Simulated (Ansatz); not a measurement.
# LaP (model cell, started as zinc blende): phonons and vibrational spectra

Wanted: vibrations and spectra of LaP (model cell, started as zinc blende); the cell is already relaxed. After the zone centre comes a 2×2×2 q mesh on a 8×8×8 k mesh.

Program: Ansatz 0.2.0. Level of theory: DFT PBEsol, scalar-relativistic, plane waves, norm-conserving pseudopotentials. Results are calculated unless marked as measured.

The structure was built from a prototype and need not be the compound's stable phase.

### 1. Set-up

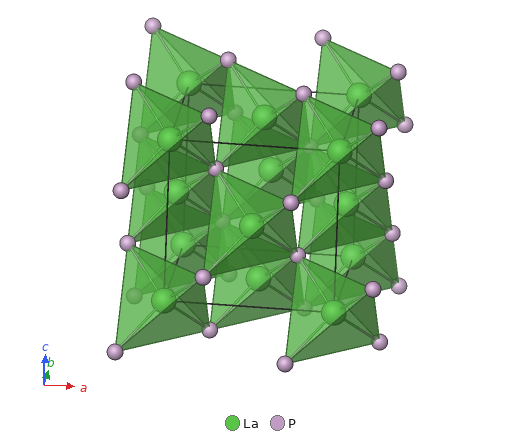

The starting structure, seen slightly off an axis (lanthanum green, phosphorus pink). This picture shows the conventional cell, with its axes. Some periodic images of atoms are drawn too.

### 2. Zone-centre response

The cell comes from relaxations at this level that are not shown. The zone centre comes first: it holds the modes that light can see, as far as symmetry allows. The response to a homogeneous field gives the Born charges and the dielectric tensor, and its change with displacement the Raman tensors.

input.yaml

```yaml
crystal:
  lattice:
    - [0.0, 3.2715932356, 3.2715932356]
    - [3.2715932356, 0.0, 3.2715932356]
    - [3.2715932356, 3.2715932356, 0.0]
  atoms:
    - { symbol: La, position: [0.0, 0.0, 0.0] }
    - { symbol: P, position: [0.25, 0.25, 0.25] }
kpoints:
  mp_grid: { grid: [8, 8, 8] }
hamiltonian:
  xc: pbesol
  pseudopotentials: { kind: nc }
scf:
  occupations: { method: fixed }
output:
  eigenvalues: true
phonons:
  method: dfpt
  dielectric: true
  rigid_motions: translations
  raman: true
```

Launch:

```bash
$ ansatz run input.yaml --threads 4 --pin off --max-ram 7168MiB --backend cpu --events-out ev --progress --plain --runs-dir out
```

Numbers of over 12 decimals in the logs are rounded to 6 here.

The log of the run:

```text
Engine: ansatz 0.2.0, aarch64-unknown-linux-gnu
Pseudopotentials: kind: nc
Pseudopotential: La, nc, valence charge 11, recommended cutoff 1496.626244 eV (normal), La.nc.azcp (PseudoDojo's, or run here from an input of PseudoDojo's: the run reads no file of this project's for it)
Pseudopotential: P, nc, valence charge 5, recommended cutoff 598.650497 eV (normal), P.nc.azcp (PseudoDojo's, or run here from an input of PseudoDojo's: the run reads no file of this project's for it)
Functional definition: PBEsol
  exchange = pbesol_x
  correlation = pbesol_c
Crystal: 2 atoms, lattice volume = 70.034 Å³
Basis set: ecut = 1496.626244 eV, 9257 PW (Γ), exchange–correlation on 120×120×120 points (8 copies of the dense FFT grid, shifted against one another)
Bands: 12, of which v1, the nominal top of the filled ones, is band 8 counted from 1 (7 counted from 0)
Symmetry: 24 space group operations
k-points: 95 of 512 (irreducible under 4 space group operations, time reversal used)
Non-local potential: La, projectors of the file, l = 0: 2, l = 1: 2, l = 2: 2, l = 3: 2
Non-local potential: P, projectors of the file, l = 0: 2, l = 1: 2, l = 2: 2
Initial density: superposition of atomic densities (chi_scale 0.1, normalization cell, long waves kept (reshape's long-wave potential 0.00 eV rms))
Initial wavefunctions: pseudopotential atomic-orbital guess
Functional: x = pbesol(κ = 0.804, μ = 0.123457), c = pbesol(β = 0.046)
SCF iter   1: F=—  HF=-1146.264377 eV  |F-HF|=—  |Δ(HF+E_count)|=         —  Δρ=2.99e-2  dr2=1.42e0  ethr=3.10e-3  ⟨swp⟩=14.0  Hψ=14264  notcnv=0  defer=250
preconditioner: auto → none  [insulator: Δε(μ)=1.924 eV  Ē_g=10.714 eV  n_scr=14 (ndim 8)  ℏωp=16.6 eV  f_vac=0.000  ε∞_Penn≈3.4]
SCF iter   2: F=—  HF=-1145.854154 eV  |F-HF|=—  |Δ(HF+E_count)|=   4.10e-1  Δρ=1.23e-2  dr2=1.26e-1  ethr=3.10e-3  ⟨swp⟩=5.7  Hψ=3937  notcnv=0  defer=185
SCF iter   3: F=—  HF=-1145.837319 eV  |F-HF|=—  |Δ(HF+E_count)|=   1.68e-2  Δρ=4.56e-3  dr2=2.27e-2  ethr=7.88e-4  ⟨swp⟩=6.1  Hψ=2722  notcnv=0  defer=243
SCF iter   4: F=—  HF=-1145.836773 eV  |F-HF|=—  |Δ(HF+E_count)|=   5.47e-4  Δρ=1.47e-3  dr2=1.24e-3  ethr=1.42e-4  ⟨swp⟩=5.6  Hψ=2780  notcnv=0  defer=275
SCF iter   5: F=—  HF=-1145.837742 eV  |F-HF|=—  |Δ(HF+E_count)|=   9.70e-4  Δρ=2.43e-4  dr2=2.25e-5  ethr=7.75e-6  ⟨swp⟩=5.9  Hψ=3070  notcnv=0  defer=288
SCF iter   6: F=—  HF=-1145.837781 eV  |F-HF|=—  |Δ(HF+E_count)|=   3.87e-5  Δρ=7.06e-5  dr2=5.40e-6  ethr=1.41e-7  ⟨swp⟩=5.6  Hψ=3450  notcnv=0  defer=219
SCF iter   7: F=—  HF=-1145.837781 eV  |F-HF|=—  |Δ(HF+E_count)|=   4.31e-7  Δρ=1.47e-5  dr2=1.10e-7  ethr=3.37e-8  ⟨swp⟩=3.1  Hψ=2233  notcnv=0  defer=194
SCF iter   8: F=—  HF=-1145.837830 eV  |F-HF|=—  |Δ(HF+E_count)|=   4.94e-5  Δρ=2.88e-6  dr2=4.22e-9  ethr=6.90e-10  ⟨swp⟩=5.4  Hψ=3085  notcnv=0  defer=184
SCF iter   9: F=—  HF=-1145.837830 eV  |F-HF|=—  |Δ(HF+E_count)|=  2.63e-10  Δρ=1.26e-6  dr2=7.27e-10  ethr=2.64e-11  ⟨swp⟩=3.9  Hψ=2354  notcnv=0  defer=183
SCF iter  10: F=-1145.837830 eV  HF=-1145.837830 eV  |F-HF|=1.36e-11  |Δ(HF+E_count)|=  1.57e-10  Δρ=1.18e-7  dr2=1.84e-11  ethr=1.00e-12  ⟨swp⟩=36.1  Hψ=29039  notcnv=0
SCF 1 converged in 10 iterations: F = -1145.837830 eV  dr2 = 1.84e-11
  Residual-converged pass: ⟨swp⟩=1.0  Hψ=1522  notcnv=0  max |occ|·‖R‖ = 7.1e-9 eV (tolerance 1.0e-8 eV)  dr2=1.84e-11  max |Δocc| = 0.0e0
DFPT response loops at Γ: preconditioner auto → none (the input reference at scf.mixing.eps_inf says where Resta's filter doesn't serve); β = 0.50; Broyden in place of MSR1
── the response to a field inside a basis, on 8×8×8 k-points: an SCF that follows is theirs, and a resumed run solves both again ──
Bands: 9, of which v1, the nominal top of the filled ones, is band 8 counted from 1 (7 counted from 0)
k-points: 60
Initial density: handed on by an earlier stage of this run
Initial wavefunctions: pseudopotential atomic-orbital guess (no wavefunctions were taken with the density)
Eigensolver: Dense (60 Hₖ)
SCF iter   1: F=—  HF=-1145.835640 eV  |F-HF|=—  |Δ(HF+E_count)|=         —  Δρ=6.14e-5  dr2=2.68e-7  ethr=1.00e-1
preconditioner: auto → none  [insulator: Δε(μ)=1.443 eV  Ē_g=10.100 eV  n_scr=14 (ndim 8)  ℏωp=16.6 eV  f_vac=0.001  ε∞_Penn≈3.7]
SCF iter   2: F=—  HF=-1145.835641 eV  |F-HF|=—  |Δ(HF+E_count)|=   1.25e-6  Δρ=3.09e-5  dr2=6.71e-8  ethr=1.68e-9
SCF iter   3: F=—  HF=-1145.835642 eV  |F-HF|=—  |Δ(HF+E_count)|=   4.37e-7  Δρ=6.61e-6  dr2=4.18e-8  ethr=4.19e-10
SCF iter   4: F=—  HF=-1145.835642 eV  |F-HF|=—  |Δ(HF+E_count)|=   1.12e-9  Δρ=5.33e-7  dr2=1.07e-10  ethr=2.61e-10
SCF iter   5: F=-1145.835642 eV  HF=-1145.835642 eV  |F-HF|=0.00e0  |Δ(HF+E_count)|=  4.09e-11  Δρ=9.50e-8  dr2=2.81e-12  ethr=1.00e-12
SCF 1 converged in 5 iterations: F = -1145.835642 eV  dr2 = 2.81e-12
DFPT response loops at Γ: mixed as the last ones told, above
DFPT response loops at Γ: mixed as the last ones told, above
SCF converged after 10 iterations
Free energy (F): -1145.837830 eV
Harris-Foulkes:  -1145.837830 eV  (|F-HF|=1.36e-11)
Internal energy: -1145.837830 eV  (E = F + TS)
E sigma→0 (E₀):  -1145.837830 eV
Fermi energy:    5.990462 eV
--- Per-component energies (eV) ---
  E_band       = -82.363214
  E_kinetic    = 301.211959
  E_local      = -638.528335  (includes V_loc(G=0)·N_el)
  E_nonlocal   = 129.980941
  E_hartree    = 177.211238
  E_xc         = -282.082187
  E_vxc        = -229.450265  (∫ρ·V_xc dr)
  E_ewald      = -833.631447
  E_smearing   = -0.000000  (= −TS)
  E_closure    = -0.000000  (closes the sum)
  Σ components = -1145.837830   (vs F -1145.837830, Δ=0.00e0)
--- Band table (eV; the first three rows and the last of 95) ---
  k-point 0: bands = [... 4 lower, -2.4766, 4.6685, 4.6685, 4.6685, 7.6572, 8.8844, 8.8844, 8.8844]
  k-point 1: bands = [... 4 lower, -2.3733, 4.5579, 4.7395, 4.7395, 7.9477, 8.7375, 8.7375, 8.8674]
  k-point 2: bands = [... 4 lower, -2.1401, 4.4884, 4.8991, 4.8991, 8.3421, 8.5978, 8.5978, 8.8350]
  k-point 94: bands = [... 4 lower, -1.6198, 4.7607, 4.9560, 5.9905, 7.3960, 8.5204, 8.7608, 8.8622]
--- Phonons (Γ-DFPT): 2 representative perturbations + reference, on 95 of 512 k-points (Σ response iterations 6) ---
  k mesh reduced under 4 symmetry operations, with k and −k counted as one. Each operation leaves every solved perturbation unchanged. A smaller set is not considered because the run solves the response to a homogeneous field
  ASR residual: 3.780e-5 → 0.000e0 eV/Å²; symmetrization residual: 5.190e-7 eV/Å²
  ASR residual per site (eV/Å²): 3.78e-5 1.15e-5
  Γ frequencies (cm⁻¹): 0.00 0.00 0.00 239.50 239.50 239.50
  ε∞ (high-frequency dielectric tensor):
        8.578641     0.000000     0.000000
        0.000000     8.578641    -0.000000
        0.000000    -0.000000     8.578641
  ε⁰ (static dielectric tensor: ions relaxed, cell fixed):
       13.607871    -0.000000    -0.000000
       -0.000000    13.607871     0.000000
       -0.000000     0.000000    13.607871
  ε⁰ − ε∞ (ionic part):
        5.029230    -0.000000    -0.000000
       -0.000000     5.029230     0.000000
       -0.000000     0.000000     5.029230
  softest optical mode at Γ: 239.50 cm⁻¹; the repairs (sum rule, projections) moved no ω² at Γ by more than (0.36 cm⁻¹)²
  Born effective charges Z* (e; rows j = field, columns β = displacement):
    site 0:
         3.22469   -0.00000   -0.00000
        -0.00000    3.22469    0.00000
        -0.00000    0.00000    3.22469
    site 1:
        -3.22469    0.00000    0.00000
         0.00000   -3.22469   -0.00000
         0.00000   -0.00000   -3.22469
  Z* charge neutrality: 9.188e-4 e pre-enforcement
  solved inside a basis spanned on kpoints, on 8×8×8 k-points transformed towards the longest dipole: ε∞ is read to err by 2.6e-2, Z* by 1.2e-2 e (field_mesh: kpoints solves on kpoints); Z* is corrected for what the basis lacks
  Raman tensors (in the event stream and the table raman_tensors.tsv): an entry may err by 2.0e-1 Å², one of the second-order susceptibility by 4.3e0 pm/V (basis, points and sum rule); their sum over the sites missed zero by 3.635e-4 Å² ahead of its enforcement
  optical modes at Γ without the LO–TO term, one row a degenerate level:
      ω (cm⁻¹)  modes    IR ((D/Å)²/amu)  static Raman (Å⁴/amu)  depolarisation
        239.50      3            28.4175               725.7840           0.750
  optical modes at Γ + LO–TO along q̂ = [1.0000, 0.0000, 0.0000]:
      ω (cm⁻¹)  modes    IR ((D/Å)²/amu)  static Raman (Å⁴/amu)  depolarisation
        239.50      2            18.9450               483.8560           0.750
        301.64      1             9.4725               430.8040           0.750
  optical modes at Γ + LO–TO along q̂ = [0.0000, 1.0000, 0.0000]:
      ω (cm⁻¹)  modes    IR ((D/Å)²/amu)  static Raman (Å⁴/amu)  depolarisation
        239.50      2            18.9450               483.8560           0.750
        301.64      1             9.4725               430.8040           0.750
  optical modes at Γ + LO–TO along q̂ = [0.0000, 0.0000, 1.0000]:
      ω (cm⁻¹)  modes    IR ((D/Å)²/amu)  static Raman (Å⁴/amu)  depolarisation
        239.50      2            18.9450               483.8560           0.750
        301.64      1             9.4725               430.8040           0.750
```

It took 3.4 min on 4 threads of Arm Neoverse V2, shared host; peak memory 2.8 GiB; 13 min of CPU time.

Reading the cycles: dr2 is the Hartree energy of the density residual (eV), the measure of convergence; HF is the Harris–Foulkes estimate of the energy, which meets the free energy F at convergence.

Numbers from this step:

```yaml
gap_on_the_k_mesh: 1.406 eV
volume_per_atom: 35.02 Å³
sum_rule_residual_before_enforcement: 3.78e-5 eV/Å²
miss_of_the_charge_sum_rule: 9.19e-4 e
estimated_error_of_the_dielectric_tensor: 0.02649
estimated_error_of_the_born_charges: 0.01246 e
point_group: -43m
highest_optical_mode_at_the_zone_centre_no_lo_to_term: 239.5 cm⁻¹
lowest_optical_zone_centre_mode: 239.5 cm⁻¹
mean_high_frequency_dielectric_constant: 8.579
largest_born_charge_third_of_the_trace: 3.225 e
mean_static_dielectric_constant: 13.61
top_of_the_zone_centre_spectrum_with_the_field: 301.6 cm⁻¹
```

Without the LO-TO term. Patterns of degenerate modes are one choice out of their space. Modes at Γ, with each element's share of the kinetic energy:

```csv
mode,frequency (cm⁻¹),symmetry,La %,P %
1,0.0,acoustic,82,18
2,0.0,acoustic,82,18
3,0.0,acoustic,82,18
4,239.5,T2,18,82
5,239.5,T2,18,82
6,239.5,T2,18,82
```

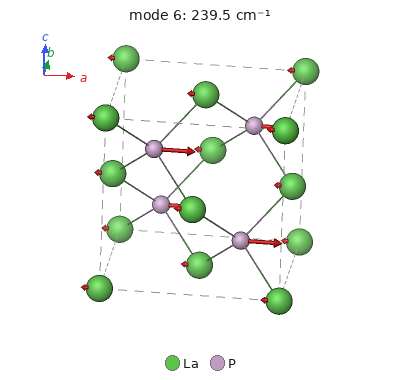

Displacement patterns of mode 6 at Γ; arrows are exaggerated. Bonds to atoms that aren't drawn are left out. Some periodic images of atoms are drawn too.

Optical modes at the zone centre, without and with the macroscopic field of the longitudinal modes; each column is sorted by frequency, so a row need not hold one and the same mode. Modes with and without the field, by row:

```
rank among optical modes  no field (cm⁻¹)  q along (1, 0, 0) (cm⁻¹)
                       1            239.5                     239.5
                       2            239.5                     239.5
                       3            239.5                     301.6
```

Born charge (rows field, columns displacement) (e), principal values of the symmetric part by kind of site:

| atom | atoms with these values | low | middle | high | mean |
| --- | --- | --- | --- | --- | --- |
| La1 | 1 | 3.22 | 3.22 | 3.22 | 3.22 |
| P2 | 1 | -3.22 | -3.22 | -3.22 | -3.22 |

In full for P2:

```
-3.22  0.00  0.00
 0.00 -3.22  0.00
 0.00  0.00 -3.22
```

High-frequency dielectric tensor:

```
8.58 0.00 0.00
0.00 8.58 0.00
0.00 0.00 8.58
```

Static dielectric tensor (ions relaxed, fixed cell):

```
13.61  0.00  0.00
 0.00 13.61  0.00
 0.00  0.00 13.61
```

Transverse modes. Lines of the infrared spectrum (strongest = 100):

| position (cm⁻¹) | label | relative intensity |
| --- | --- | --- |
| 240 | T2 | 100 |

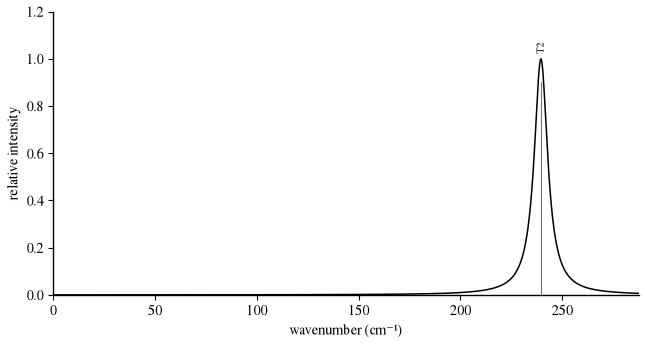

The infrared spectrum, broadened with Lorentzians of width 8 cm⁻¹; bars mark the lines.

Activity x (w_L - w)^4 (n + 1)/w, 532 nm, 300 K; the tensors are static ones, while 532 nm light lies above the computed direct gap, where resonance would change the heights; modes without the macroscopic field alone. Raman lines, with heights relative to the strongest:

```csv
position (cm⁻¹),label,relative intensity
240,T2,100
```

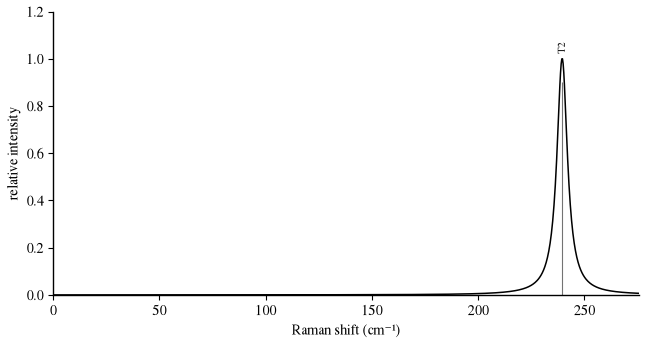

The Raman spectrum, broadened with Lorentzians of width 6 cm⁻¹; bars mark the lines.

Static second-order susceptibility (pm/V), twice the coefficient d of second-harmonic generation. Second order susceptibility, by row:

```csv
field along,xx,yy,zz,yz,xz,xy
x,0,0,0,368.3,0,0
y,0,0,0,0,368.3,0
z,0,0,0,0,0,368.3
```

Before it was imposed, the acoustic sum rule was missed by 3.8e-5 eV/Å² and the charge sum rule by 9.2e-4 e. Small misses are needed for a sound result but don't prove that mesh and cutoff are converged. The lowest optical mode is real, 240 cm⁻¹.

[end of part 1 of 2]

[Logs are printed without paths, hosts, clocks, repeated set-up lines and the standing remarks that a program may print on its own settings, such as how far it seeks lower states.]

[Hosts, paths, dates, database ids (printed as entryN), source tags and the programs' standing remarks are cut or masked in the printed files.]
